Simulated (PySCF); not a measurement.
**C₅H₁₁OS (SMILES CO[CH]CCCS) (doublet): density, localisation and related maps**

The calculation's input:

```
{"job": {"kind": "epr", "basis": "pcH-1"}, "charge": 0, "multiplicity": 2}
C      2.766281    -0.041683    -0.890733
O      1.761380     0.058854     0.081071
C      0.916452    -1.017795     0.180589
C     -0.224202    -0.882973     1.111479
C     -1.505257    -0.319465     0.448479
C     -1.295543     1.111885    -0.006850
S     -2.738746     1.771647    -0.913020
H      3.321025     0.894654    -0.864236
H      3.444791    -0.874646    -0.673876
H      2.341478    -0.186388    -1.891072
H      0.877726    -1.701772    -0.653764
H      0.068319    -0.219238     1.926614
H     -0.468832    -1.864749     1.525225
H     -1.775391    -0.941342    -0.407476
H     -2.324991    -0.361994     1.170476
H     -0.469254     1.179601    -0.712579
H     -1.092601     1.773277     0.835393
H     -3.611394     1.628444     0.082634
```

Run with:

```sh
OMP_NUM_THREADS=1 python probes_run.py task.json out
```

Geometry: GFN2-xTB.

Level of theory: PySCF, UKS B3LYP, pcH-1 on C H O S, non-relativistic, mean-field spin-orbit, GIAO.

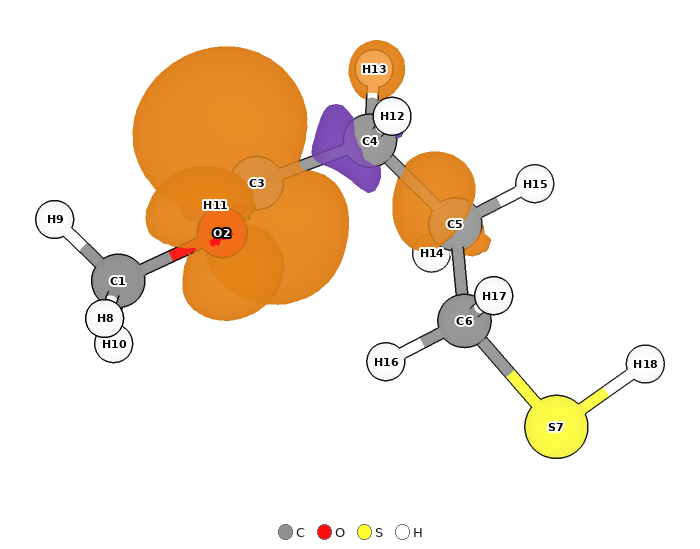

Figure 1. Isosurfaces of the spin density (α minus β) at +0.015 (orange) and −0.015 e/Å³ (purple), seen at a tilt.

### Where is the unpaired spin?

The unpaired spin (1 electron) lies mostly on C3 (about 0.6) and O2 (about 0.2), in electrons by Hirshfeld's partition.

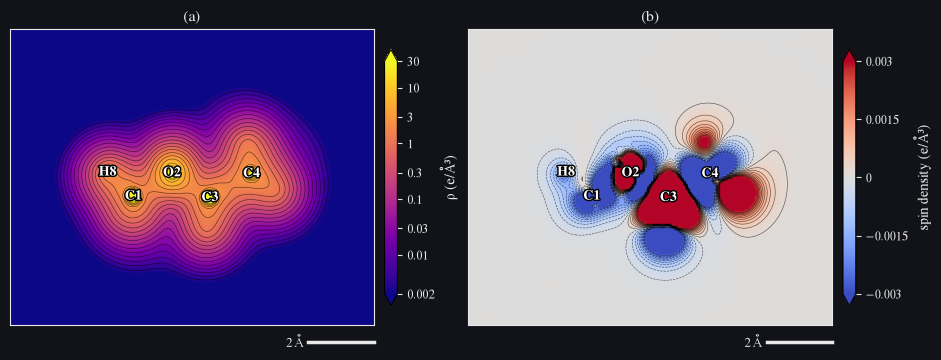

Figure 2. (a) electron density; (b) spin density (α minus β) on the plane of atoms O2, C1 and H8.

### Read the bonding off the picture.

The section cuts through C, O and H sites.
C–O (1.37 Å): ρ at the midpoint is about 2.2 e/Å³, with its minimum of 1.9 e/Å³ about 0.5 Å from C.
C–C (1.48 Å): ρ at the midpoint is about 1.8 e/Å³.
C–H (1.09 Å): the density is about 2.1 e/Å³ at the midpoint.

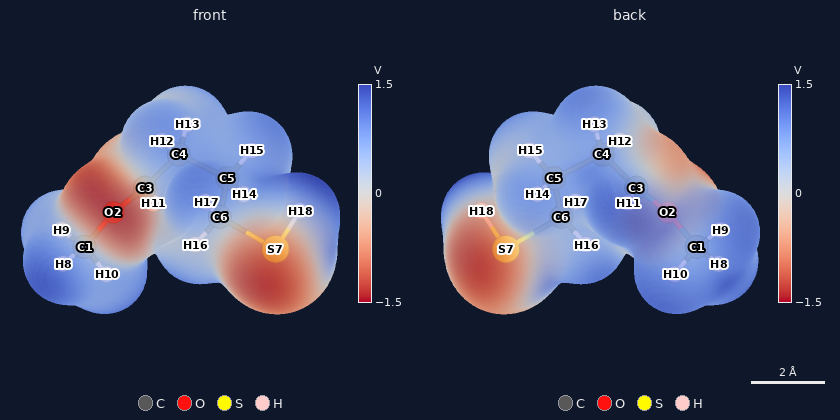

Figure 3. The molecular electrostatic potential painted on the density surface at 0.004 e/bohr³, seen from the front and from behind; red is negative and blue positive.

### Describe the electrostatic potential map.

The most negative region (about −1.3 V) lies over O2 and S7, the most positive (about +1.4 V) over H18.
